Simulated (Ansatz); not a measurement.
# [AlH3]− (SMILES [AlH3-]): U-revPBE/3-21G

What is the energy change on altering one bond length of [AlH3]− at U-revPBE/3-21G? 

The results are computed with Ansatz 0.2.0.

### 1 The system as given

[AlH3]−: 4 atoms, total charge -1, spin state doublet. As SMILES, `[AlH3-]`. The shape comes from GFN2-xTB, which is rough for such elements, and wasn't checked as a minimum.

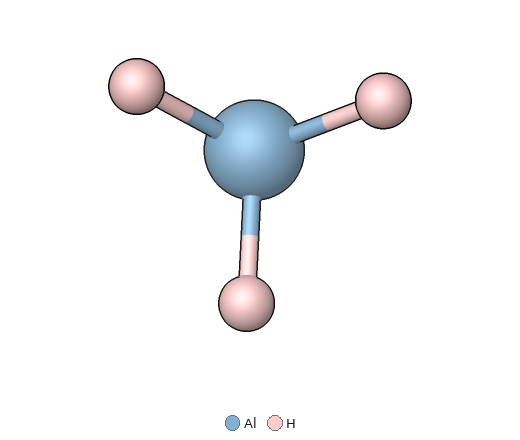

Viewed from a chosen angle; aluminium light blue, hydrogen pink.

### 2 The energy at U-revPBE/3-21G

Input file input.yaml:

```yaml
crystal:
  periodic: [false, false, false]
  atoms:
    - {symbol: Al, position_ang: [-0.161060, 0.455350, -0.307260]}
    - {symbol: H, position_ang: [0.471920, 0.754070, 1.224440]}
    - {symbol: H, position_ang: [-1.350110, -0.683860, 0.050500]}
    - {symbol: H, position_ang: [1.039250, -0.525560, -0.967690]}
basis:
  gaussian:
    orbitals: 3-21G.json
total_charge: -1
magnetization:
  spin_polarized: true
  initial_magnetization: 1
hamiltonian:
  xc: {name: revPBE}
accuracy: high
```

The basis set 3-21G is read from a file made from the Basis Set Exchange's data (not shown).

The run is started by

```sh
$ ansatz run input.yaml --threads 1 --pin off --max-ram 2610MiB --events-out events.jsonl --progress --plain --runs-dir runs
```

Output:

```text
Warning: RAYON_NUM_THREADS=1 ignored (pool sized by the plan → 1); use --threads N
Functional definition: revPBE
  name "revPBE"
  parameter kappa = 1.245
  parameter beta = 0.06672455060314922
  exchange = pbe_x(kappa = kappa, mu = beta*pi^2/3)
  correlation = pbe_c(beta = beta)
371 factors; integrals over basis functions are off by at most 3.3e-9 eV
mean field evaluation 1: about -6606.0981 eV, gradient 6.6e0 eV
mean field evaluation 2: about -6606.1524 eV, gradient 5.7e0 eV
mean field evaluation 4: about -6606.5045 eV, gradient 5.1e-2 eV
mean field evaluation 8: about -6606.5012 eV, gradient 3.2e-3 eV
mean field evaluation 16: about -6606.5012 eV, gradient 2.7e-8 eV
mean field -6606.50116121 eV, -242.7844396270 hartree, gradient 2.7e-8 eV, S^2 0.751451; 0 other end points of the search recorded, 0 dependent functions left out
reference -6606.50116530 eV, -242.7844397774 hartree; 9, 8 occupied and 10, 11 virtual orbitals, 371 factors
Total energy: -6606.50116530 eV, -242.7844397774 hartree
```

Wall time 1 s (1 thread of Arm Neoverse V2, shared host); peak memory 0.11 GiB.

### 3 The distorted shape

Input file input.yaml:

```yaml
crystal:
  periodic: [false, false, false]
  atoms:
    - {symbol: Al, position_ang: [-0.319322, 0.380662, -0.690227]}
    - {symbol: H, position_ang: [0.471920, 0.754070, 1.224440]}
    - {symbol: H, position_ang: [-1.508372, -0.758548, -0.332467]}
    - {symbol: H, position_ang: [0.880988, -0.600248, -1.350657]}
basis:
  gaussian: {orbitals: 3-21G.json}
total_charge: -1
magnetization: {spin_polarized: true, initial_magnetization: 1}
hamiltonian: {xc: {name: revPBE}}
accuracy: high
```

The basis set 3-21G is read from a file made from the Basis Set Exchange's data (not shown).

The run is started by

```sh
$ ansatz run input.yaml --threads 1 --pin off --max-ram 2610MiB --events-out events.jsonl --progress --plain --runs-dir runs
```

Output (excerpt; [...] marks lines left out):

```text
Warning: RAYON_NUM_THREADS=1 ignored (pool sized by the plan → 1); use --threads N
[... 6 set-up lines as earlier in the session ...]
370 factors; integrals over basis functions are off by at most 3.3e-9 eV
mean field evaluation 1: about -6605.4909 eV, gradient 7.3e0 eV
mean field evaluation 2: about -6605.1063 eV, gradient 8.7e0 eV
mean field evaluation 4: about -6606.0405 eV, gradient 3.2e-1 eV
mean field evaluation 8: about -6606.0386 eV, gradient 1.0e-2 eV
mean field evaluation 16: about -6606.0386 eV, gradient 1.9e-6 eV
mean field -6606.03861910 eV, -242.7674415183 hartree, gradient 3.1e-8 eV, S^2 0.751261; 0 other end points of the search recorded, 0 dependent functions left out
reference -6606.03862318 eV, -242.7674416680 hartree; 9, 8 occupied and 10, 11 virtual orbitals, 370 factors
Total energy: -6606.03862318 eV, -242.7674416680 hartree
```

It took 1.1 s on 1 thread of Arm Neoverse V2, shared host; peak memory 0.11 GiB.

### 4 Results

At U-revPBE/3-21G:

| quantity | value |
| --- | --- |
| first shape: total energy | -242.78444 Eh |
| first shape: ⟨S²⟩ | 0.751 |
| distorted shape: total energy | -242.76744 Eh |
| distorted shape: ⟨S²⟩ | 0.751 |
| energy change with the Al1–H2 bond stretched from 1.684 to 2.105 Å | 0.463 eV |

**Reading.** With the Al1–H2 bond stretched from 1.684 to 2.105 Å the energy rises by 0.46 eV (10.7 kcal/mol). The first shape isn't relaxed at this level, so the change isn't measured from a minimum.
